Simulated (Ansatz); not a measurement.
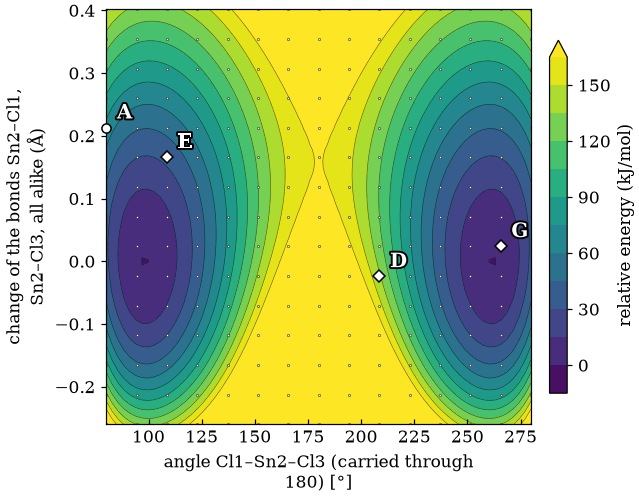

Cl₂Sn, SMILES [Cl][Sn][Cl]. First axis: angle Cl1–Sn2–Cl3 (carried through 180). Second axis: change of the bonds Sn2–Cl1, Sn2–Cl3, all alike. Nothing is relaxed (all other coordinates rigid). The scan uses a 15 × 15 grid; 120 points were computed and 105 follow by symmetry. Points are written as (first, second). Energies: kJ/mol, counted from the relaxed molecule at the same level. All numbers below come from Ansatz, RHF/def2-TZVP.

Drawn: filled contours, dots at the grid points, one colour for all values above the top of the scale, lettered points. Between grid points the surface is interpolated.

**What kind of point is each of D, E: minimum, saddle, maximum or slope?**

D: on a slope; E: on a slope. (In these two coordinates alone; a stationary point may lie a little off the grid point.)

**Rank the lettered points by energy, lowest first.**

G (1.8 kJ/mol), E (34 kJ/mol), A (70 kJ/mol), D (137 kJ/mol).
